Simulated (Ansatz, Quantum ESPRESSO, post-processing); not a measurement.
# Thickness dependence of 1T-SnSe2, part 8 of 8

Aim: screening, gap and ionisation potential of 1T-SnSe2 against the number of layers.

Quantum ESPRESSO 7.5; plane-wave DFT, PBE, GBRV ultrasoft pseudopotentials; geometry by Ansatz 0.2.0 with PAW datasets.

So far. Step 14 (Band structure, 2 layers: no field): Along this path the valence top lies between Γ and M and the conduction bottom at M. Step 20 (Potential by pp.x, 3 layers): The slope in the vacuum is 0.100 eV/Å for an applied 0.10 V/Å, as it should be.

## (21) Bands along a path, 3 layers: no field

File n3.f0.bands.in:

```
&control
  prefix = 'n3.f0.bands'
  outdir = './out'
  pseudo_dir = './pseudo'
  calculation = 'bands'
  tefield = .true.
  dipfield = .true.
/
&system
  ibrav = 0
  nat = 9
  ntyp = 2
  ecutwfc = 40
  ecutrho = 200
  occupations = 'smearing'
  smearing = 'fd'
  degauss = 0.004
  edir = 3
  emaxpos = 0.97
  eopreg = 0.04
  eamp = 0.0
  nbnd = 43
/
&electrons
  conv_thr = 1e-07
  mixing_beta = 0.4
  electron_maxstep = 120
  mixing_mode = 'local-TF'
/
ATOMIC_SPECIES
  Se  78.9710  se_pbe_v1.uspp.F.UPF
  Sn  118.7100  sn_pbe_v1.4.uspp.F.UPF
CELL_PARAMETERS angstrom
  3.83963322054555 -0.00000000000000 0.00000000000000
  -1.91981661027277 3.32521991020710 0.00000000000000
  0.00000000000000 0.00000000000000 29.93146712860000
ATOMIC_POSITIONS crystal
  Se  0.666666666667 0.333333333333 0.246569732486
  Sn  0.000000000000 -0.000000000000 0.299811804972
  Se  0.333333333333 0.666666666667 0.353053092790
  Se  0.666666666667 0.333333333333 0.446812835670
  Sn  0.000000000000 -0.000000000000 0.499999479420
  Se  0.333333333333 0.666666666667 0.553186104995
  Se  0.666666666667 0.333333333333 0.646947450384
  Sn  -0.000000000000 0.000000000000 0.700188692765
  Se  0.333333333333 0.666666666667 0.753430806517
K_POINTS crystal_b
4
  0.0000000000 0.0000000000 0.0000000000 12
  0.5000000000 0.0000000000 0.0000000000 12
  0.3333333333 0.3333333333 0.0000000000 12
  0.0000000000 0.0000000000 0.0000000000 1
```

Command:

```
$ cp -r out/n3.f0.save out/n3.f0.bands.save
$ cp out/n3.f0.xml out/n3.f0.bands.xml
$ OMP_NUM_THREADS=1 mpirun -n 4 pw.x -nk 4 -in n3.f0.bands.in > n3.f0.bands.out
```

What it wrote:

```text
[banner, memory and clock lines left out]
Program PWSCF v.7.5 starts

          URL

     Presently no symmetry can be used with electric field

     Atomic positions and unit cell read from directory:
     ./out/n3.f0.bands.save/

     G-vector sticks info

     bravais-lattice index     =            0
     lattice parameter (alat)  =       7.2559  a.u.
     unit-cell volume          =    2578.9013 (a.u.)^3
     number of atoms/cell      =            9
     number of atomic types    =            2
     number of electrons       =        78.00
     number of Kohn-Sham states=           43
     kinetic-energy cutoff     =      40.0000  Ry
     charge density cutoff     =     200.0000  Ry
     Exchange-correlation=  SLA  PW   PBX  PBC
                           (   1   4   3   4   0   0   0)

     celldm(1)=   7.255855  celldm(2)=   0.000000  celldm(3)=   0.000000
     celldm(4)=   0.000000  celldm(5)=   0.000000  celldm(6)=   0.000000

     crystal axes: (cart. coord. in units of alat)
               a(1) = (   1.000000  -0.000000   0.000000 )
               a(2) = (  -0.500000   0.866025   0.000000 )
               a(3) = (   0.000000   0.000000   7.795397 )

     reciprocal axes: (cart. coord. in units 2 pi/alat)
               b(1) = (  1.000000  0.577350 -0.000000 )
               b(2) = (  0.000000  1.154701 -0.000000 )
               b(3) = ( -0.000000 -0.000000  0.128281 )

     PseudoPot. # 1 for Se read from file:
     ./pseudo/se_pbe_v1.uspp.F.UPF
     Pseudo is Ultrasoft + core correction, Zval =  6.0
     Generated by new atomic code, or converted to UPF format
     Using radial grid of  877 points,  6 beta functions with:
                l(1) =   0
                l(2) =   0
                l(3) =   1
                l(4) =   1
                l(5) =   2
                l(6) =   2
     Q(r) pseudized with  8 coefficients,  rinner =    1.300   1.300   1.300
                                                       1.300   1.300

     PseudoPot. # 2 for Sn read from file:
     ./pseudo/sn_pbe_v1.4.uspp.F.UPF
     Pseudo is Ultrasoft + core correction, Zval = 14.0
     Generated by new atomic code, or converted to UPF format
     Using radial grid of  891 points,  6 beta functions with:
                l(1) =   0
                l(2) =   0
                l(3) =   1
                l(4) =   1
                l(5) =   2
                l(6) =   2
     Q(r) pseudized with  8 coefficients,  rinner =    1.350   1.350   1.350
                                                       1.350   1.350

     atomic species   valence    mass     pseudopotential
     Se                6.00    78.97100     Se( 1.00)
     Sn               14.00   118.71000     Sn( 1.00)

     No symmetry found

   Cartesian axes

     site n.     atom                  positions (alat units)
         1        Se     tau(   1) = (   0.5000000   0.2886751   1.9221091  )
         2        Sn     tau(   2) = (   0.0000000   0.0000000   2.3371522  )
         3        Se     tau(   3) = (  -0.0000000   0.5773503   2.7521892  )
         4        Se     tau(   4) = (   0.5000000   0.2886751   3.4830837  )
         5        Sn     tau(   5) = (   0.0000000   0.0000000   3.8976947  )
         6        Se     tau(   6) = (  -0.0000000   0.5773503   4.3123056  )
         7        Se     tau(   7) = (   0.5000000   0.2886751   5.0432125  )
         8        Sn     tau(   8) = (   0.0000000   0.0000000   5.4582492  )
         9        Se     tau(   9) = (  -0.0000000   0.5773503   5.8732926  )

     number of k points=    37  Fermi-Dirac smearing, width (Ry)=  0.0040
                       cart. coord. in units 2pi/alat
        k(    1) = (   0.0000000   0.0000000   0.0000000), wk =   0.0540541
        k(    2) = (   0.0416667   0.0240563   0.0000000), wk =   0.0540541
        k(    3) = (   0.0833333   0.0481125   0.0000000), wk =   0.0540541
        k(    4) = (   0.1250000   0.0721688   0.0000000), wk =   0.0540541
        k(    5) = (   0.1666667   0.0962250   0.0000000), wk =   0.0540541
        k(    6) = (   0.2083333   0.1202813   0.0000000), wk =   0.0540541
        k(    7) = (   0.2500000   0.1443376   0.0000000), wk =   0.0540541
        k(    8) = (   0.2916667   0.1683938   0.0000000), wk =   0.0540541
        k(    9) = (   0.3333333   0.1924501   0.0000000), wk =   0.0540541
        k(   10) = (   0.3750000   0.2165064   0.0000000), wk =   0.0540541
        k(   11) = (   0.4166667   0.2405626   0.0000000), wk =   0.0540541
        k(   12) = (   0.4583333   0.2646189   0.0000000), wk =   0.0540541
        k(   13) = (   0.5000000   0.2886751   0.0000000), wk =   0.0540541
        k(   14) = (   0.4861111   0.3127314   0.0000000), wk =   0.0540541
        k(   15) = (   0.4722222   0.3367877   0.0000000), wk =   0.0540541
        k(   16) = (   0.4583333   0.3608439   0.0000000), wk =   0.0540541
        k(   17) = (   0.4444444   0.3849002   0.0000000), wk =   0.0540541
        k(   18) = (   0.4305556   0.4089564   0.0000000), wk =   0.0540541
        k(   19) = (   0.4166667   0.4330127   0.0000000), wk =   0.0540541
        k(   20) = (   0.4027778   0.4570690   0.0000000), wk =   0.0540541
        k(   21) = (   0.3888889   0.4811252   0.0000000), wk =   0.0540541
        k(   22) = (   0.3750000   0.5051815   0.0000000), wk =   0.0540541
        k(   23) = (   0.3611111   0.5292377   0.0000000), wk =   0.0540541
        k(   24) = (   0.3472222   0.5532940   0.0000000), wk =   0.0540541
        k(   25) = (   0.3333333   0.5773503   0.0000000), wk =   0.0540541
        k(   26) = (   0.3055556   0.5292377   0.0000000), wk =   0.0540541
        k(   27) = (   0.2777778   0.4811252   0.0000000), wk =   0.0540541
        k(   28) = (   0.2500000   0.4330127   0.0000000), wk =   0.0540541
        k(   29) = (   0.2222222   0.3849002   0.0000000), wk =   0.0540541
        k(   30) = (   0.1944444   0.3367877   0.0000000), wk =   0.0540541
        k(   31) = (   0.1666667   0.2886751   0.0000000), wk =   0.0540541
        k(   32) = (   0.1388889   0.2405626   0.0000000), wk =   0.0540541
        k(   33) = (   0.1111111   0.1924501   0.0000000), wk =   0.0540541
        k(   34) = (   0.0833333   0.1443376   0.0000000), wk =   0.0540541
        k(   35) = (   0.0555556   0.0962250   0.0000000), wk =   0.0540541
        k(   36) = (   0.0277778   0.0481125   0.0000000), wk =   0.0540541
        k(   37) = (   0.0000000   0.0000000   0.0000000), wk =   0.0540541

     Dense  grid:   123339 G-vectors     FFT dimensions: (  36,  36, 256)

     Smooth grid:    88385 G-vectors     FFT dimensions: (  30,  30, 240)

     The potential is recalculated from file :
     ./out/n3.f0.bands.save/charge-density

[...]
3.2865   3.4586   6.2752

          k = 0.3889 0.4811 0.0000 ( 11026 PWs)   bands (ev):

   -19.5601 -19.5536 -19.5535 -19.5288 -19.5224 -19.5223 -19.4976 -19.4922
   -19.4921 -19.4784 -19.4734 -19.4733 -19.4691 -19.4627 -19.4626 -10.2814
   -10.2154 -10.1849 -10.0254  -9.9653  -9.9609  -5.4644  -5.4276  -5.4245
    -2.6613  -2.3999  -2.1582  -2.0450  -1.8595  -1.6341  -1.3592  -1.1575
    -1.1110   0.1362   0.3289   0.6329   0.8585   1.1555   1.3294   2.9871
     3.3420   3.6197   6.3128

          k = 0.3750 0.5052 0.0000 ( 11008 PWs)   bands (ev):

   -19.5563 -19.5498 -19.5497 -19.5328 -19.5264 -19.5263 -19.4949 -19.4896
   -19.4895 -19.4806 -19.4756 -19.4755 -19.4696 -19.4631 -19.4630 -10.2334
   -10.1731 -10.1483 -10.0260  -9.9683  -9.9667  -5.4884  -5.4443  -5.4329
    -2.5683  -2.3054  -2.1736  -2.0591  -1.9544  -1.7125  -1.5475  -1.3241
    -1.2016   0.0759   0.3154   0.6345   0.8542   1.1806   1.3298   2.9340
     3.3667   3.7428   6.3366

          k = 0.3611 0.5292 0.0000 ( 11006 PWs)   bands (ev):

   -19.5523 -19.5459 -19.5458 -19.5369 -19.5304 -19.5303 -19.4921 -19.4869
   -19.4868 -19.4828 -19.4778 -19.4776 -19.4700 -19.4634 -19.4633 -10.1845
   -10.1315 -10.1133 -10.0354  -9.9777  -9.9775  -5.5112  -5.4602  -5.4409
    -2.4745  -2.2720  -2.2048  -2.0237  -1.9521  -1.7649  -1.7150  -1.4830
    -1.3145   0.0693   0.2872   0.6551   0.8352   1.2096   1.3205   2.8875
     3.3717   3.8245   6.2887

          k = 0.3472 0.5533 0.0000 ( 10973 PWs)   bands (ev):

   -19.5485 -19.5420 -19.5419 -19.5409 -19.5344 -19.5343 -19.4895 -19.4850
   -19.4844 -19.4842 -19.4799 -19.4798 -19.4702 -19.4637 -19.4636 -10.1365
   -10.0941 -10.0835 -10.0566  -9.9925  -9.9923  -5.5277  -5.4723  -5.4478
    -2.3934  -2.3294  -2.1204  -2.0611  -1.8554  -1.8425  -1.7925  -1.6124
    -1.4252   0.1052   0.2379   0.6948   0.7991   1.2415   1.3014   2.8564
     3.3683   3.8675   6.2803

          k = 0.3333 0.5774 0.0000 ( 10965 PWs)   bands (ev):

   -19.5447 -19.5447 -19.5384 -19.5383 -19.5381 -19.5380 -19.4872 -19.4872
   -19.4821 -19.4821 -19.4820 -19.4819 -19.4704 -19.4638 -19.4637 -10.0917
   -10.0917 -10.0718 -10.0718 -10.0026 -10.0024  -5.5340  -5.4772  -5.4509
    -2.3536  -2.3536  -2.0775  -2.0774  -1.8936  -1.8037  -1.8037  -1.6677
    -1.4800   0.1700   0.1700   0.7479   0.7479   1.2737   1.2737   2.8455
     3.3656   3.8796   6.3077

          k = 0.3056 0.5292 0.0000 ( 10997 PWs)   bands (ev):

   -19.5514 -19.5449 -19.5448 -19.5377 -19.5312 -19.5311 -19.4912 -19.4860
   -19.4859 -19.4841 -19.4790 -19.4788 -19.4698 -19.4633 -19.4632 -10.2053
   -10.1488 -10.1282 -10.0243  -9.9668  -9.9662  -5.5034  -5.4514  -5.4309
    -2.4298  -2.3244  -2.1517  -2.0628  -1.8975  -1.7767  -1.7393  -1.5073
    -1.3011   0.0091   0.3269   0.6387   0.8546   1.2118   1.3253   2.8878
     3.3827   3.8514   6.2055

          k = 0.2778 0.4811 0.0000 ( 10999 PWs)   bands (ev):

   -19.5563 -19.5499 -19.5498 -19.5315 -19.5251 -19.5250 -19.4945 -19.4893
   -19.4892 -19.4835 -19.4781 -19.4780 -19.4683 -19.4621 -19.4620 -10.3724
   -10.2971 -10.2578 -10.0038  -9.9334  -9.9193  -5.4046  -5.3622  -5.3535
    -2.5081  -2.3390  -2.1229  -2.0796  -1.8358  -1.7077  -1.4508  -1.2191
    -0.9967  -0.1193   0.3280   0.7127   0.8639   1.2229   1.3409   3.0010
     3.4347   3.8050   6.1207

          k = 0.2500 0.4330 0.0000 ( 10977 PWs)   bands (ev):

   -19.5590 -19.5526 -19.5525 -19.5265 -19.5201 -19.5200 -19.4970 -19.4918
   -19.4916 -19.4845 -19.4789 -19.4788 -19.4674 -19.4614 -19.4612 -10.5808
   -10.4900 -10.4337 -10.0287  -9.9336  -9.8967  -5.2419  -5.2051  -5.2038
    -2.4826  -2.3379  -2.1503  -1.8416  -1.6569  -1.6531  -1.1261  -0.9016
    -0.6645  -0.1358   0.2293   0.7667   0.9364   1.3120   1.3173   3.1584
     3.5084   3.7673   6.1044

          k = 0.2222 0.3849 0.0000 ( 11017 PWs)   bands (ev):

   -19.5592 -19.5529 -19.5528 -19.5226 -19.5163 -19.5162 -19.4985 -19.4932
   -19.4931 -19.4860 -19.4803 -19.4802 -19.4682 -19.4623 -19.4622 -10.8138
   -10.7108 -10.6407 -10.0930  -9.9711  -9.9091  -5.0310  -4.9931  -4.9921
    -2.3370  -2.2301  -2.0597  -1.6412  -1.5249  -1.4643  -0.7967  -0.5828
    -0.3287  -0.0041   0.2136   0.6720   1.1104   1.2950   1.4048   3.3351
     3.5874   3.7413   6.1531

          k = 0.1944 0.3368 0.0000 ( 11013 PWs)   bands (ev):

   -19.5572 -19.5510 -19.5509 -19.5202 -19.5140 -19.5139 -19.4989 -19.4935
   -19.4934 -19.4876 -19.4817 -19.4816 -19.4709 -19.4651 -19.4650 -11.0538
   -10.9419 -10.8616 -10.1885 -10.0415  -9.9556  -4.8015  -4.7527  -4.7440
    -2.0772  -2.0202  -1.8424  -1.5716  -1.2869  -1.2062  -0.4843  -0.2784
    -0.0051   0.2409   0.3328   0.6463   1.0627   1.4440   1.4504   3.5137
     3.6626   3.7284   6.2079

          k = 0.1667 0.2887 0.0000 ( 10991 PWs)   bands (ev):

   -19.5534 -19.5473 -19.5471 -19.5193 -19.5132 -19.5131 -19.4983 -19.4928
   -19.4927 -19.4890 -19.4830 -19.4829 -19.4753 -19.4694 -19.4693 -11.2856
   -11.1674 -11.0800 -10.3036 -10.1352 -10.0283  -4.6081  -4.5190  -4.4762
    -1.7411  -1.7201  -1.5070  -1.3730  -1.0991  -0.8881  -0.2101   0.0030
     0.3031   0.5339   0.5483   0.7253   0.9771   1.4516   1.5969   3.6758
     3.7348   3.7453   6.1820

          k = 0.1389 0.2406 0.0000 ( 11013 PWs)   bands (ev):

   -19.5485 -19.5425 -19.5423 -19.5200 -19.5141 -19.5140 -19.4968 -19.4912
   -19.4911 -19.4902 -19.4840 -19.4839 -19.4803 -19.4745 -19.4744 -11.4974
   -11.3747 -11.2824 -10.4256 -10.2400 -10.1160  -4.4842  -4.3257  -4.2185
    -1.4024  -1.2944  -1.0758  -0.9986  -0.8345  -0.5836  -0.0057   0.2601
     0.5907   0.7483   0.8176   0.9001   0.9917   1.4253   1.6941   3.7538
     3.8088   3.8571   6.0430

          k = 0.1111 0.1925 0.0000 ( 11015 PWs)   bands (ev):

   -19.5432 -19.5373 -19.5372 -19.5220 -19.5163 -19.5162 -19.4946 -19.4918
   -19.4889 -19.4888 -19.4853 -19.4852 -19.4845 -19.4788 -19.4786 -11.6801
   -11.5545 -11.4589 -10.5424 -10.3436 -10.2066  -4.4306  -4.1917  -4.0005
    -0.9703  -0.8517  -0.5841  -0.5027  -0.4344  -0.2728   0.1119   0.4866
     0.8194   0.8891   1.0504   1.1149   1.1614   1.4022   1.7312   3.8312
     3.8760   3.9350   5.8341

          k = 0.0833 0.1443 0.0000 ( 11049 PWs)   bands (ev):

   -19.5383 -19.5326 -19.5325 -19.5250 -19.5194 -19.5193 -19.4944 -19.4921
   -19.4878 -19.4877 -19.4866 -19.4864 -19.4862 -19.4809 -19.4808 -11.8275
   -11.7000 -11.6023 -10.6437 -10.4354 -10.2889  -4.4246  -4.1148  -3.8382
    -0.4772  -0.4543  -0.0510   0.0292   0.0352   0.0880   0.2711   0.6666
     0.9661   1.0684   1.2040   1.2963   1.3429   1.4303   1.7139   3.8226
     3.8894   3.9389   5.5709

          k = 0.0556 0.0962 0.0000 ( 11071 PWs)   bands (ev):

   -19.5345 -19.5289 -19.5288 -19.5281 -19.5226 -19.5225 -19.4971 -19.4905
   -19.4903 -19.4898 -19.4873 -19.4839 -19.4838 -19.4814 -19.4813 -11.9355
   -11.8068 -11.7077 -10.7215 -10.5070 -10.3541  -4.4397  -4.0785  -3.7326
    -0.2998   0.0630   0.3966   0.4227   0.5186   0.6049   0.6802   0.8133
     1.1128   1.2196   1.2712   1.4152   1.4661   1.5151   1.6462   3.4757
     3.7765   4.0277   5.2252

          k = 0.0278 0.0481 0.0000 ( 11087 PWs)   bands (ev):

   -19.5321 -19.5304 -19.5266 -19.5265 -19.5249 -19.5248 -19.4989 -19.4922
   -19.4921 -19.4881 -19.4874 -19.4822 -19.4821 -19.4816 -19.4815 -12.0013
   -11.8719 -11.7721 -10.7704 -10.5523 -10.3957  -4.4561  -4.0648  -3.6754
    -0.2694   0.3824   0.8032   0.8583   0.9163   0.9652   0.9845   1.0348
     1.2703   1.3455   1.4016   1.4706   1.4732   1.5616   1.5721   3.0355
     3.5596   4.0378   4.8502

          k = 0.0000 0.0000 0.0000 ( 11147 PWs)   bands (ev):

   -19.5313 -19.5313 -19.5258 -19.5258 -19.5257 -19.5257 -19.4995 -19.4928
   -19.4927 -19.4875 -19.4875 -19.4816 -19.4816 -19.4815 -19.4815 -12.0234
   -11.8938 -11.7938 -10.7871 -10.5678 -10.4100  -4.4627  -4.0616  -3.6575
    -0.2687   0.4641   1.0127   1.0127   1.0927   1.0927   1.1561   1.1561
     1.3058   1.3945   1.3945   1.5106   1.5106   1.5711   1.5711   2.8032
     3.4352   4.0078   4.6717

     XML data file, pseudopotentials, collected wavefunctions

                                        0.00s GPU  (     970 calls)
[key lines of the parts left out:]
Dipole field         -0.0000 Ry au,
```

Elapsed: 3.6 min, on 4 MPI ranks of Arm Neoverse V1, shared host; peak memory 0.63 GiB; 14 min of CPU time.

Read from the output:

* dipole along the normal: -2.08e-5 e·Å
* valence top, on the run's zero: 1.731 eV
* conduction bottom, on the run's zero: 2.366 eV
* gap by band count: 0.6343 eV

Band numbers count within the set of bands kept for display. Electronic bands along the path, in eV, zero at the highest filled level of the SCF mesh; v1 is the highest filled band, c1 the lowest empty one:

```tsv
point	v4	v3	v2	v1	c1	c2	c3	c4
Γ	-0.18	-0.18	-0.12	-0.12	1.12	1.75	2.32	2.98
M	-0.76	-0.69	-0.44	-0.25	0.68	0.73	1.11	3.79
K	-0.94	-0.94	-0.41	-0.41	1.16	1.68	2.19	4.62
Γ	-0.18	-0.18	-0.12	-0.12	1.12	1.75	2.32	2.98
```

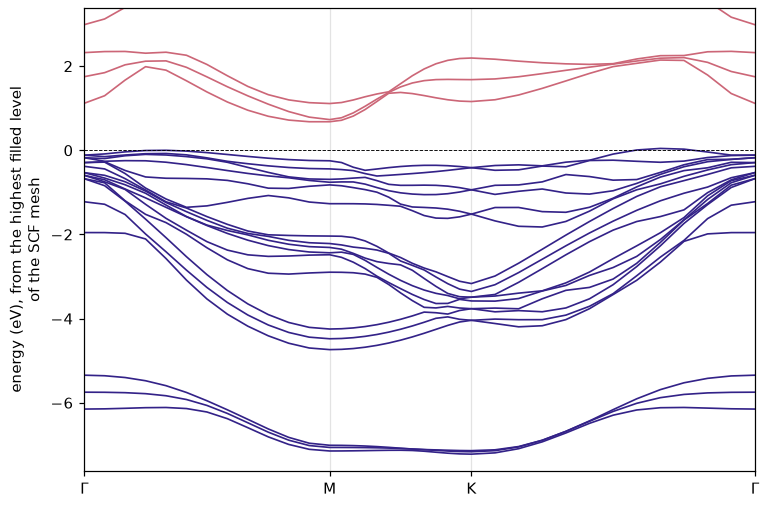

Electronic bands along the path; lines of filled and empty bands in two colours.

Along this path the valence top lies between K and Γ and the conduction bottom at M.

## (22) Polarisability from the dipole between 0 and 0.1 V/A, 3 layers

Numbers from this step:

```
polarisability a cell      : 16.67 Å³
sheet polarisability 4πα/A : 16.40 Å
```

Table of change of the potential energy, second field less first by z:

```tsv
z (Å)	change of the potential energy, second field less first (eV)
0	-0.338
2	-0.476
4	-0.276
6	-0.0937
8	-0.0496
10	-0.0409
12	-0.0219
14	-0.00364
16	0.00349
18	0.0233
20	0.0407
22	0.0496
24	0.0992
26	0.284
28	0.484
```

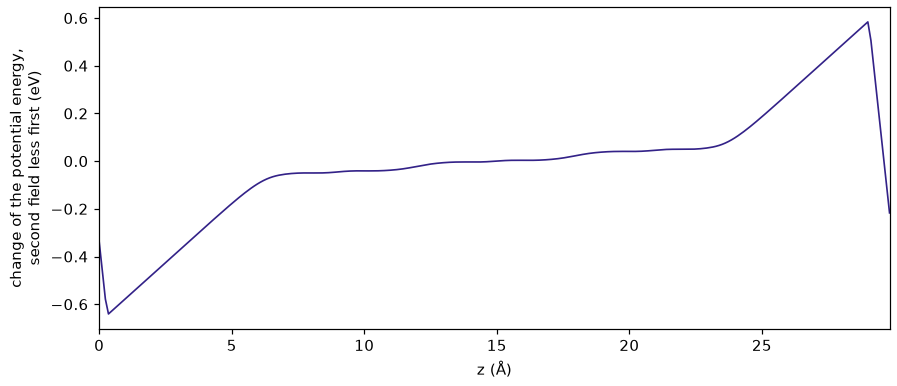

Change of the potential energy, second field less first against z.

## (23) The series side by side

All levels:

```tsv
level	sheet polarisability (Å)	gap without a field (eV)	vacuum over the valence top of the mesh (eV)	CPU time (s)
1 layer	5.284	0.786	6.066	167.3
2 layers	10.81	0.6595	5.939	504.2
3 layers	16.4	0.6343	5.927	1248
```

## (24) A check by hand

From 2 to 3 layers, over the growth of the distance between the outermost mean planes: (16.405 − 10.814) Å / 6.024 Å = 0.928 = 1 − 1/ε, so ε = 13.9.

## (25) Outcome

| Quantity | Value |
| --- | --- |
| 4πα/A of 1 layer | 5.28 Å |
| gap along the path, 1 layer | 0.79 eV |
| Kohn-Sham ionisation potential, 1 layer | 6.06 eV |
| 4πα/A of 2 layers | 10.81 Å |
| gap along the path, 2 layers | 0.66 eV |
| Kohn-Sham ionisation potential, 2 layers | 5.94 eV |
| 4πα/A of 3 layers | 16.40 Å |
| gap along the path, 3 layers | 0.63 eV |
| Kohn-Sham ionisation potential, 3 layers | 5.88 eV |

**Reading.** The sheet polarisability 4πα/A grows as 5.28, 10.81 and 16.40 Å for 1, 2 and 3 layers (PBE, GBRV ultrasoft). The last layer adds 6.02 Å between the outermost mean planes and 5.59 Å of 4πα/A; 1 − 1/ε = 0.928 gives ε = 13.9 along the normal for the stacked crystal at this spacing. The gap runs 0.79, 0.66 and 0.63 eV. The single layer was relaxed under plain PBE (a = 3.876 Å), the stacks with a dispersion correction (a = 3.839 Å for two layers), so the first step mixes stacking with a strain of -1.0 %. The nearest atoms of neighbouring layers lie 3.58 Å apart. With 1 − 1/ε so near one, ε is touchy: 0.1 Å more spacing would give ε = 11.5. On the path the edges lie as follows: between Γ and M to M for 1, between Γ and M to M for 2 and between K and Γ to M for 3 (valence top to conduction bottom, by number of layers). One stacking was chosen. The ions are clamped in the field. Semilocal gaps are too small and shrink less with thickness than quasiparticle gaps, which also feel the screening by neighbours. Spin-orbit coupling is left out; depending on the atoms that carry the levels of interest, it can split and shift them by tens to hundreds of meV.

[Logs are printed without paths, hosts, clocks, repeated set-up lines and the standing remarks that a program may print on its own settings, such as how far it seeks lower states.]

[Hosts, paths, dates, database ids (printed as entryN), source tags and the programs' standing remarks are cut or masked in the printed files.]

[Maps of the electrostatic potential energy from Ansatz leave out the sawtooth potential of an applied field or a dipole correction, so their vacuum need not be flat; planar profiles and work functions include it.]
